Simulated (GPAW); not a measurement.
# KMgH3 (Pm-3m): G0W0 with GPAW, start to end

Aim: the G0W0 gap of KMgH3 (Pm-3m) on LDA, step by step.

Main program and level: GPAW 26.7.0; LDA and many-body steps on it, plane waves.

### Step 1. Set-up

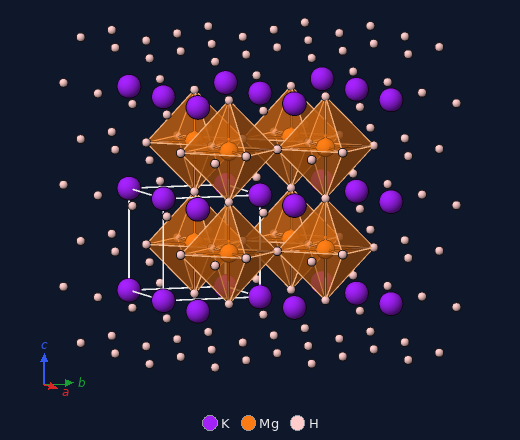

The starting structure, seen slightly off an axis (potassium purple, magnesium orange, hydrogen pink). 2×2×2 cells are drawn. Some periodic images of atoms are drawn too.

Coordinates:

```cif
data_structure
_symmetry_space_group_name_H-M 'P 1'
_symmetry_Int_Tables_number 1
_cell_length_a 4.0250
_cell_length_b 4.0250
_cell_length_c 4.0250
_cell_angle_alpha 90.000
_cell_angle_beta 90.000
_cell_angle_gamma 90.000
_cell_volume 65.21
loop_
_atom_site_label
_atom_site_type_symbol
_atom_site_fract_x
_atom_site_fract_y
_atom_site_fract_z
_atom_site_occupancy
K1 K 0.00000 0.00000 0.00000 1
Mg2 Mg 0.50000 0.50000 0.50000 1
H3 H 0.00000 0.50000 0.50000 1
H4 H 0.50000 0.00000 0.50000 1
H5 H 0.50000 0.50000 0.00000 1
```

The cell and positions come from the Crystallography Open Database and are kept as given unless a step says otherwise.

### Step 2. Ground state

This step: GPAW 26.7.0; DFT, LDA, plane waves, PAW.

The ground-state density comes first.

Contents of run.py:

```python
import json
import numpy as np
from gpaw.mpi import world
from ase import Atoms
from gpaw import GPAW, PW, FermiDirac

atoms = Atoms(['K', 'Mg', 'H', 'H', 'H'],
    cell=[[4.0250000000, 0.0000000000, 0.0000000000],
      [0.0000000000, 4.0250000000, 0.0000000000],
      [0.0000000000, 0.0000000000, 4.0250000000]],
    scaled_positions=[[0.0000000000, 0.0000000000, 0.0000000000],
      [0.5000000000, 0.5000000000, 0.5000000000],
      [0.0000000000, 0.5000000000, 0.5000000000],
      [0.5000000000, 0.0000000000, 0.5000000000],
      [0.5000000000, 0.5000000000, 0.0000000000]],
    pbc=(True, True, True))
calc = GPAW(mode=PW(600),
    xc='LDA',
    kpts={'size': (6, 6, 6), 'gamma': True},
    occupations=FermiDirac(0.001),
    nbands=-8,
    convergence={'density': 1e-6, 'bands': -3},
    maxiter=100,
    txt='gs.txt')
atoms.calc = calc
res = {'energy': atoms.get_potential_energy()}
kpts = calc.get_ibz_k_points()
res['kpts'] = kpts
res['eigenvalues'] = [calc.get_eigenvalues(kpt=k) for k in range(len(kpts))]
res['n_electrons'] = calc.get_number_of_electrons()
calc.write('gs.gpw')

if world.rank == 0:
    with open('result.json', 'w') as f:
        json.dump(res, f, default=lambda x: x.tolist())
```

Run with:

```bash
$ mpirun -n 4 gpaw python run.py
```

Numbers of over 12 decimals in the logs are rounded to 6 here.

What it wrote:

```text
__  _  _
 | _ |_)|_||  |
 |__||  | ||/\| - 26.7.0

Input parameters:
  mode=PW(ecut=600.0),
  convergence={'density': 1e-06, 'bands': -3},
  kpts=MonkhorstPack(size=(6, 6, 6), gamma=True),
  maxiter=100,
  nbands=-8,
  occupations=Occupations(name='fermi-dirac', width=0.001, fixmagmom=False),
  xc=XC(name='LDA')
  [... matrices ...]
Diagonalizing LCAO Hamiltonian
Converting LCAO to pw mode
   .---------.
  /|         |
 * |         |
 |H|   Mg    |
 | |  H      |
 | .---------.
 |/    H    /
 K---------*

Atoms  # Å, Bohr magnetons
|   | symbol |        x |        y |        z |    initial magnetic moments |
| 0 |      K | 0.000000 | 0.000000 | 0.000000 | ( 0.0000,  0.0000,  0.0000) |
| 1 |     Mg | 2.012500 | 2.012500 | 2.012500 | ( 0.0000,  0.0000,  0.0000) |
| 2 |      H | 0.000000 | 2.012500 | 2.012500 | ( 0.0000,  0.0000,  0.0000) |
| 3 |      H | 2.012500 | 0.000000 | 2.012500 | ( 0.0000,  0.0000,  0.0000) |
| 4 |      H | 2.012500 | 2.012500 | 0.000000 | ( 0.0000,  0.0000,  0.0000) |

Unit cell  # Å
| periodic |        x |        y |        z |  lengths |    angles |
|      yes | 4.025000 | 0.000000 | 0.000000 | 4.025000 | 90.000000 |
|      yes | 0.000000 | 4.025000 | 0.000000 | 4.025000 | 90.000000 |
|      yes | 0.000000 | 0.000000 | 4.025000 | 4.025000 | 90.000000 |

Number of symmetries: 48
Symmetry operations  # r_c * U_cc + t_c -> r_c
|    | kind |            matrix            |
|  0 |  E   |  1, 0, 0,  0, 1, 0,  0, 0, 1 |
|  1 |  σ   |  1, 0, 0,  0, 1, 0,  0, 0,-1 |
|  2 |  σ   |  1, 0, 0,  0, 0, 1,  0, 1, 0 |
|  3 |  C4  |  1, 0, 0,  0, 0, 1,  0,-1, 0 |
|  4 |  C4  |  1, 0, 0,  0, 0,-1,  0, 1, 0 |
|  5 |  σ   |  1, 0, 0,  0, 0,-1,  0,-1, 0 |
|  6 |  σ   |  1, 0, 0,  0,-1, 0,  0, 0, 1 |
|  7 |  C2  |  1, 0, 0,  0,-1, 0,  0, 0,-1 |
|  8 |  σ   |  0, 1, 0,  1, 0, 0,  0, 0, 1 |
|  9 |  C2  |  0, 1, 0,  1, 0, 0,  0, 0,-1 |
| 10 |  C3  |  0, 1, 0,  0, 0, 1,  1, 0, 0 |
| 11 |  S6  |  0, 1, 0,  0, 0, 1, -1, 0, 0 |
| 12 |  S6  |  0, 1, 0,  0, 0,-1,  1, 0, 0 |
| 13 |  C3  |  0, 1, 0,  0, 0,-1, -1, 0, 0 |
| 14 |  C4  |  0, 1, 0, -1, 0, 0,  0, 0, 1 |
| 15 |  S4  |  0, 1, 0, -1, 0, 0,  0, 0,-1 |
| 16 |  C3  |  0, 0, 1,  1, 0, 0,  0, 1, 0 |
| 17 |  S6  |  0, 0, 1,  1, 0, 0,  0,-1, 0 |
| 18 |  σ   |  0, 0, 1,  0, 1, 0,  1, 0, 0 |
| 19 |  C4  |  0, 0, 1,  0, 1, 0, -1, 0, 0 |
| 20 |  C2  |  0, 0, 1,  0,-1, 0,  1, 0, 0 |
| 21 |  S4  |  0, 0, 1,  0,-1, 0, -1, 0, 0 |
| 22 |  S6  |  0, 0, 1, -1, 0, 0,  0, 1, 0 |
| 23 |  C3  |  0, 0, 1, -1, 0, 0,  0,-1, 0 |
| 24 |  S6  |  0, 0,-1,  1, 0, 0,  0, 1, 0 |
| 25 |  C3  |  0, 0,-1,  1, 0, 0,  0,-1, 0 |
| 26 |  C4  |  0, 0,-1,  0, 1, 0,  1, 0, 0 |
| 27 |  σ   |  0, 0,-1,  0, 1, 0, -1, 0, 0 |
| 28 |  S4  |  0, 0,-1,  0,-1, 0,  1, 0, 0 |
| 29 |  C2  |  0, 0,-1,  0,-1, 0, -1, 0, 0 |
| 30 |  C3  |  0, 0,-1, -1, 0, 0,  0, 1, 0 |
| 31 |  S6  |  0, 0,-1, -1, 0, 0,  0,-1, 0 |
| 32 |  C4  |  0,-1, 0,  1, 0, 0,  0, 0, 1 |
| 33 |  S4  |  0,-1, 0,  1, 0, 0,  0, 0,-1 |
| 34 |  S6  |  0,-1, 0,  0, 0, 1,  1, 0, 0 |
| 35 |  C3  |  0,-1, 0,  0, 0, 1, -1, 0, 0 |
| 36 |  C3  |  0,-1, 0,  0, 0,-1,  1, 0, 0 |
| 37 |  S6  |  0,-1, 0,  0, 0,-1, -1, 0, 0 |
| 38 |  σ   |  0,-1, 0, -1, 0, 0,  0, 0, 1 |
| 39 |  C2  |  0,-1, 0, -1, 0, 0,  0, 0,-1 |
| 40 |  σ   | -1, 0, 0,  0, 1, 0,  0, 0, 1 |
| 41 |  C2  | -1, 0, 0,  0, 1, 0,  0, 0,-1 |
| 42 |  C2  | -1, 0, 0,  0, 0, 1,  0, 1, 0 |
| 43 |  S4  | -1, 0, 0,  0, 0, 1,  0,-1, 0 |
| 44 |  S4  | -1, 0, 0,  0, 0,-1,  0, 1, 0 |
| 45 |  C2  | -1, 0, 0,  0, 0,-1,  0,-1, 0 |
| 46 |  C2  | -1, 0, 0,  0,-1, 0,  0, 0, 1 |
| 47 |  i   | -1, 0, 0,  0,-1, 0,  0, 0,-1 |

BZ-sampling:
  Number of BZ points: 216
  Number of IBZ points: 20

  Monkhorst-Pack size: [6, 6, 6]
  Monkhorst-Pack shift: [0.083333, 0.083333, 0.083333]

K-points  # in reciprocal-cell coordinates
|     |                                coordinates |     weight |
|   0 | (  0.00000000,   0.00000000,   0.00000000) | 0.00462963 |
|   1 | (  0.16666667,   0.00000000,   0.00000000) | 0.02777778 |
|   2 | (  0.16666667,   0.16666667,   0.00000000) | 0.05555556 |
|   3 | (  0.16666667,   0.16666667,   0.16666667) | 0.03703704 |
|   4 | (  0.33333333,   0.00000000,   0.00000000) | 0.02777778 |
|   5 | (  0.33333333,   0.16666667,   0.00000000) | 0.11111111 |
|   6 | (  0.33333333,   0.16666667,   0.16666667) | 0.11111111 |
|   7 | (  0.33333333,   0.33333333,   0.00000000) | 0.05555556 |
|   8 | (  0.33333333,   0.33333333,   0.16666667) | 0.11111111 |
|   9 | (  0.33333333,   0.33333333,   0.33333333) | 0.03703704 |
| ... |                                            |            |
|  19 | (  0.50000000,   0.50000000,   0.50000000) | 0.00462963 |

Plane wave coefficients: 2212
Cutoff: 600.0 eV

Spin-components: 1 (collinear spins)
Bands:           19
Projectors:      19
Spin-degeneracy: 2
Datatype:        complex128

  Storage: CPU
  Wave functions: 12_822_720 bytes (3_205_680 per core)
  Projectors: 18_221_760 bytes (4_555_440 per core)
  [... matrices ...]
Parallelization:
  kpt:    4
  domain: 1
  band:   1

Density:
  Valence electrons: 22.0
  Components: 1
  Grid points: [24 24 24]
  Charge: 0.0  # |e|

Potential:
  Grid points: [24 24 24]

species:
  K:
    name:    Potassium
    Z:       19.0
    valence: 9
    core:    10
    charge:  0.0  # [|e|]
    compensation charges:
      type: gauss
      rc: 0.35  # [Å]
      lmax: 2
    cutoffs:
      filter: 1.91  # [Å]
      core: 1.27  # [Å]
    projectors
    | kind |    occ | energy [eV] | rcut [Å] |
    |   3s |  2.000 |     -35.177 |    1.122 |
    |   4s |  1.000 |      -2.428 |    1.122 |
    |   3p |  6.000 |     -18.839 |    1.106 |
    |    p |        |       8.373 |    1.106 |
    |    d |        |       0.000 |    0.937 |

    Using partial waves for K as LCAO basis

  Mg:
    name:    Magnesium
    Z:       12.0
    valence: 10
    core:    2
    charge:  0.0  # [|e|]
    compensation charges:
      type: gauss
      rc: 0.33  # [Å]
      lmax: 2
    cutoffs:
      filter: 1.86  # [Å]
      core: 0.54  # [Å]
    projectors
    | kind |    occ | energy [eV] | rcut [Å] |
    |   2s |  2.000 |     -79.291 |    1.090 |
    |   3s |  2.000 |      -4.782 |    1.090 |
    |   2p |  6.000 |     -46.725 |    1.085 |
    |   3p |  0.000 |      -1.374 |    1.085 |
    |    d |        |       0.000 |    1.037 |

    Using partial waves for Mg as LCAO basis

  H:
    name:    Hydrogen
    Z:       1.0
    valence: 1
    core:    0
    charge:  0.0  # [|e|]
    compensation charges:
      type: gauss
      rc: 0.15  # [Å]
      lmax: 2
    cutoffs:
      filter: 0.85  # [Å]
      core: 0.53  # [Å]
    projectors
    | kind |    occ | energy [eV] | rcut [Å] |
    |   1s |  1.000 |      -6.353 |    0.476 |
    |    s |        |      20.858 |    0.476 |
    |    p |        |       0.000 |    0.476 |

    Using partial waves for H as LCAO basis

Reference energy: -21804.286877  # eV

eigensolver:
  PPCG
  Converge bands: -3
  niter=2

density mixing:
  MSR1-Mixer
  Pratt-step length: 0.05
  Maximum mixing coefficient: 0.75
  Old densities: 10
  SVD Regularization: 0.005
  Good broyden scale: 1.0
  Trust region scale: 1.0
  Backstep threshold: 4.0
  History deletion threshold: 6.0
  Fourier metric: weight=20.0, sigma=0.015

occupation numbers:
  Fermi-Dirac:
    width: 0.0010  # eV

poisson solver:
  ecut: 4800.0  # eV

xc functional:
  name: None

Initialization done in: 1.427 s

convergence criteria:
- Maximum integral of absolute [dens]ity change: 1e-06 electrons / valence electron
- Maximum [total energy] change in last 3 cyles: 0.0005 eV / valence electron
- Maximum integral of absolute [eigenst]ate change: 4e-08 eV^2 / valence electron
maximum number of iterations: 100

SCF iterations
|iter     |     time |      energy | eigst |  dens |
|iter:   1|  |  -16.617091 | +1.07 |       |
|iter:   2|  |  -16.428042 | +0.45 | -1.00 |
|iter:   3|  |  -15.345270 | -0.07 | -1.03 |
|iter:   4|  |  -15.321833 | -1.25 | -1.70 |
|iter:   5|  |  -15.322399 | -2.47 | -2.31 |
|iter:   6|  |  -15.322472c| -3.28 | -2.86 |
|iter:   7|  |  -15.322472c| -4.19 | -4.06 |
|iter:   8|  |  -15.322472c| -4.80 | -4.85 |
|iter:   9|  |  -15.322472c| -5.64 | -5.41 |
|iter:  10|  |  -15.322472c| -6.19 | -6.41c|
|iter:  11|  |  -15.322472c| -6.84 | -7.01c|
|iter:  12|  |  -15.322472c| -7.38 | -8.25c|
|iter:  13|  |  -15.322472c| -7.92c| -8.84c|

Converged in 13 steps
SCF loop duration: 4.671 s (0.359 s/step)
Energy contributions relative to reference atoms: (reference = -21804.286877)
  [... matrices ...]
Energy contributions:
  Kinetic:           3.081931
  Coulomb:          -2.460208
  Zero:             -0.761924
  External:          0.000000
  Xc:              -15.182271
  Entropy:          -0.000000
  Spinorbit:         0.000000
  ----------------------------
  Free energy:     -15.322472
  Extrapolated:    -15.322472

dipole moment: (-16.602458, -16.602458, -16.602458)  # |e|*Ang

Fermi level: 1.674
Eigenvalues  # (at kpt = [0.000, 0.000, 0.000])
| band index |      eig [eV] | occ [0-2] |
|          0 |       -72.435 |     2.000 |
|        ... |               |           |
|          3 |       -39.882 |     2.000 |
|          4 |       -27.397 |     2.000 |
|          5 |       -11.092 |     2.000 |
|          6 |       -11.092 |     2.000 |
|          7 |       -11.092 |     2.000 |
|          8 |        -4.277 |     2.000 |
|          9 |         0.857 |     2.000 |
|         10 |         0.857 |     2.000 |
|         11 |         6.834 |     0.000 |
|         12 |         6.834 |     0.000 |
|         13 |         6.834 |     0.000 |
|         14 |         9.163 |     0.000 |
|         15 |         9.163 |     0.000 |
|         16 |        10.033 |     0.000 |
|         17 |        10.033 |     0.000 |
|         18 |        10.808 |     0.000 |

Gap: 2.058 eV
Transition (v -> c):
  (s=0, k=10, n=10, [0.50, 0.00, 0.00]) -> (s=0, k=19, n=11, [0.50, 0.50, 0.50])
Direct/indirect transitions are different
Direct gap: 4.218 eV
Transition at: (s=0, k=19, n=10, [0.50, 0.50, 0.50])
# Writing to gs.gpw (mode='')
  [... matrices ...]
```

Run time: 8 s. Hardware: 4 MPI ranks of Arm Neoverse V1, shared host; peak memory 0.66 GiB.

Numbers from this step:

```
total energy               : -15.32 eV
gap                        : 2.058 eV
k of the valence top       : 0.5, 0, 0
k of the conduction bottom : 0.5, 0.5, 0.5
least direct gap           : 4.218 eV
```

The gap is indirect, with the least direct gap 2.16 eV higher.

### Step 3. Bands along the symmetry lines

The cheap functional maps the bands first; the places of the edges decide which points the dearer methods must see.

Contents of run.py:

```python
import json
import numpy as np
from gpaw.mpi import world
from gpaw import GPAW

path = [[0.000000, 0.000000, 0.000000],
    [0.000000, 0.062500, 0.000000],
    [0.000000, 0.125000, 0.000000],
    [0.000000, 0.187500, 0.000000],
    [0.000000, 0.250000, 0.000000],
    [0.000000, 0.312500, 0.000000],
    [0.000000, 0.375000, 0.000000],
    [0.000000, 0.437500, 0.000000],
    [0.000000, 0.500000, 0.000000],
    [0.062500, 0.500000, 0.000000],
    [0.125000, 0.500000, 0.000000],
    [0.187500, 0.500000, 0.000000],
    [0.250000, 0.500000, 0.000000],
    [0.312500, 0.500000, 0.000000],
    [0.375000, 0.500000, 0.000000],
    [0.437500, 0.500000, 0.000000],
    [0.500000, 0.500000, 0.000000],
    [0.437500, 0.437500, 0.000000],
    [0.375000, 0.375000, 0.000000],
    [0.312500, 0.312500, 0.000000],
    [0.250000, 0.250000, 0.000000],
    [0.187500, 0.187500, 0.000000],
    [0.125000, 0.125000, 0.000000],
    [0.062500, 0.062500, 0.000000],
    [0.000000, 0.000000, 0.000000],
    [0.062500, 0.062500, 0.062500],
    [0.125000, 0.125000, 0.125000],
    [0.187500, 0.187500, 0.187500],
    [0.250000, 0.250000, 0.250000],
    [0.312500, 0.312500, 0.312500],
    [0.375000, 0.375000, 0.375000],
    [0.437500, 0.437500, 0.437500],
    [0.500000, 0.500000, 0.500000],
    [0.437500, 0.500000, 0.437500],
    [0.375000, 0.500000, 0.375000],
    [0.312500, 0.500000, 0.312500],
    [0.250000, 0.500000, 0.250000],
    [0.187500, 0.500000, 0.187500],
    [0.125000, 0.500000, 0.125000],
    [0.062500, 0.500000, 0.062500],
    [0.000000, 0.500000, 0.000000],
    [0.500000, 0.500000, 0.500000],
    [0.500000, 0.500000, 0.437500],
    [0.500000, 0.500000, 0.375000],
    [0.500000, 0.500000, 0.312500],
    [0.500000, 0.500000, 0.250000],
    [0.500000, 0.500000, 0.187500],
    [0.500000, 0.500000, 0.125000],
    [0.500000, 0.500000, 0.062500],
    [0.500000, 0.500000, 0.000000]]
calc = GPAW('gs.gpw').fixed_density(kpts=path,
    symmetry='off',
    nbands=21,
    convergence={'bands': 17},
    txt='bands.txt')
res = {}
kpts = calc.get_ibz_k_points()
res['kpts'] = kpts
res['eigenvalues'] = [calc.get_eigenvalues(kpt=k) for k in range(len(kpts))]
res['n_electrons'] = calc.get_number_of_electrons()

if world.rank == 0:
    with open('result.json', 'w') as f:
        json.dump(res, f, default=lambda x: x.tolist())
```

Run with:

```bash
$ mpirun -n 4 gpaw python run.py
```

What it wrote:

```text
Diagonalizing LCAO Hamiltonian
Converting LCAO to pw mode
convergence criteria:
- Maximum integral of absolute [eigenst]ate change: 4e-08 eV^2 / valence electron
maximum number of iterations: 100

SCF iterations
|iter     |     time |      energy | eigst |  dens |
|iter:   1|  |             | +1.80 |       |
|iter:   2|  |             | +0.81 |       |
|iter:   3|  |             | +0.20 |       |
[...]
|iter:  11|  |             | -6.49 |       |
|iter:  12|  |             | -6.93 |       |
|iter:  13|  |             | -7.44c|       |
SCF steps: 13
  __  _  _
 | _ |_)|_||  |
 |__||  | ||/\| - 26.7.0

Input parameters:
  mode=PW(ecut=600.0),
  convergence={'bands': 17},
  gpts=array([24, 24, 24]),
  kpts=KPoints(kpts=array([[0.    , 0.    , 0.    ],
         [0.    , 0.0625, 0.    ],
         [0.    , 0.125 , 0.    ],
         [0.    , 0.1875, 0.    ],
         [0.    , 0.25  , 0.    ],
         [0.    , 0.3125, 0.    ],
         [0.    , 0.375 , 0.    ],
         [0.    , 0.4375, 0.    ],
[...]
[0.0625, 0.5   , 0.    ],
[...]
[0.1875, 0.5   , 0.    ],
[...]
[0.3125, 0.5   , 0.    ],
[...]
[0.4375, 0.5   , 0.    ],
[...]
[0.4375, 0.4375, 0.    ],
[...]
[0.3125, 0.3125, 0.    ],
[...]
[0.1875, 0.1875, 0.    ],
[...]
[0.0625, 0.0625, 0.    ],
[...]
[0.0625, 0.0625, 0.0625],
[...]
[0.1875, 0.1875, 0.1875],
[...]
[0.3125, 0.3125, 0.3125],
[...]
[0.4375, 0.4375, 0.4375],
[...]
[0.4375, 0.5   , 0.4375],
[...]
[0.3125, 0.5   , 0.3125],
[...]
[0.1875, 0.5   , 0.1875],
[...]
[0.0625, 0.5   , 0.0625],
[...]
[0.5   , 0.5   , 0.4375],
[...]
[0.5   , 0.5   , 0.3125],
         [0.5   , 0.5   , 0.25  ],
         [0.5   , 0.5   , 0.1875],
         [0.5   , 0.5   , 0.125 ],
         [0.5   , 0.5   , 0.0625],
         [0.5   , 0.5   , 0.    ]])),
  maxiter=100,
  nbands=21,
  occupations=Occupations(name='fermi-dirac', width=0.001, fixmagmom=False),
  parallel={},
  symmetry=Symmetry(point_group=False, time_reversal=False),
  xc=XC(name='LDA')
  [... matrices ...]
timing:  # [seconds]
  Total: 0.028  # ━━━━━━━━━━━━━━━━━━━━━━━━━━━━━━━━━━━━━━━━━━━━━━━━━━━━━━━━━━━
```

The job ended after 13 s (4 MPI ranks; peak memory 0.74 GiB).

Numbers from this step:

| Quantity | Value |
| --- | --- |
| gap | 2.058 eV |
| k of the valence top | 0, 0.5, 0 |
| k of the conduction bottom | 0.5, 0.5, 0.5 |
| least direct gap | 4.218 eV |

The gap is 2.058 eV, as in the run before at this level.

Electronic bands along the path, in eV, zero at the top of the highest filled band:

```tsv
point	band 8	band 9	band 10	band 11	band 12	band 13	band 14	band 15
Γ	-12.44	-5.63	-0.49	-0.49	5.49	5.49	5.49	7.81
X	-12.42	-3.93	-2.88	0.00	5.06	5.06	5.53	7.32
M	-12.40	-3.02	-2.00	-2.00	3.27	6.02	6.58	6.58
Γ	-12.44	-5.63	-0.49	-0.49	5.49	5.49	5.49	7.81
R	-12.58	-2.16	-2.16	-2.16	2.06	5.34	5.34	5.34
X	-12.42	-3.93	-2.88	0.00	5.06	5.06	5.53	7.32
jump to R	-12.58	-2.16	-2.16	-2.16	2.06	5.34	5.34	5.34
M	-12.40	-3.02	-2.00	-2.00	3.27	6.02	6.58	6.58
```

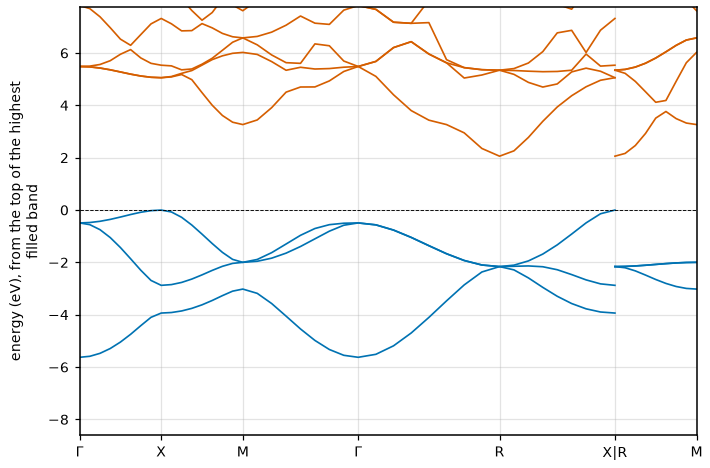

Electronic bands along the path; lines of filled and empty bands in two colours.

### Step 4. Empty states on the mesh, 4×4×4 mesh, 158 bands

The sums over transitions need many empty states on a uniform mesh; this step solves for them.

Contents of run.py:

```python
import json
import numpy as np
from gpaw.mpi import world
from gpaw import GPAW

calc = GPAW('gs.gpw').fixed_density(kpts={'size': (4, 4, 4), 'gamma': True},
    parallel={'domain': 1, 'band': 1},
    txt='nscf.txt')
calc.diagonalize_full_hamiltonian(nbands=158)
calc.write('full.gpw', mode='all')
res = {}
kpts = calc.get_ibz_k_points()
res['kpts'] = kpts
res['eigenvalues'] = [calc.get_eigenvalues(kpt=k) for k in range(len(kpts))]
res['n_electrons'] = calc.get_number_of_electrons()

if world.rank == 0:
    with open('result.json', 'w') as f:
        json.dump(res, f, default=lambda x: x.tolist())
```

Run with:

```bash
$ mpirun -n 4 gpaw python run.py
```

What it wrote:

```text
Diagonalizing LCAO Hamiltonian
Converting LCAO to pw mode
convergence criteria:
- Maximum integral of absolute [eigenst]ate change: 4e-08 eV^2 / valence electron
maximum number of iterations: 100

SCF iterations
|iter     |     time |      energy | eigst |  dens |
|iter:   1|  |             | +1.16 |       |
|iter:   2|  |             | +0.67 |       |
|iter:   3|  |             | +0.20 |       |
[...]
|iter:  18|  |             | -7.28 |       |
|iter:  19|  |             | -7.39 |       |
|iter:  20|  |             | -7.44c|       |
SCF steps: 20
  __  _  _
 | _ |_)|_||  |
 |__||  | ||/\| - 26.7.0

Input parameters:
  mode=PW(ecut=600.0),
  convergence={'density': 1e-06, 'bands': -3},
  gpts=array([24, 24, 24]),
  kpts=MonkhorstPack(size=(4, 4, 4), gamma=True),
  maxiter=100,
  nbands=19,
  occupations=Occupations(name='fermi-dirac', width=0.001, fixmagmom=False),
  parallel={'domain': 1, 'band': 1},
  xc=XC(name='LDA')
Matrix size: 2172x2172
# Writing to full.gpw (mode='all')
  [... matrices ...]

timing:  # [seconds]
  Total: 29.940  # ━━━━━━━━━━━━━━━━━━━━━━━━━━━━━━━━━━━━━━━━━━━━━━━━━━━━━━━━━━
```

Elapsed: 37 s, on 4 MPI ranks; peak memory 2.1 GiB.

This step gave:

```
gap                                                           : 2.058 eV
k of the valence top                                          : 0.5, 0, 0
k of the conduction bottom                                    : 0.5, 0.5, 0.5
least direct gap                                              : 4.218 eV
k points computed                                             : 10
lowest point of the top converged band, above the valence top : 90.7748 eV
```

On this mesh the gap is 2.058 eV.

(Part 1 of 2 ends here.)

[Paths, hosts, dates, memory and timing lines, banners, echoed tables and standing remarks are left out of the program output.]

[Logs are printed without paths, hosts, clocks, repeated set-up lines and the standing remarks that a program may print on its own settings, such as how far it seeks lower states.]

[Runs of the session that timed out or met a known fault of the program may be left out.]

[Hosts, paths, dates, database ids (printed as entryN), source tags and the programs' standing remarks are cut or masked in the printed files.]
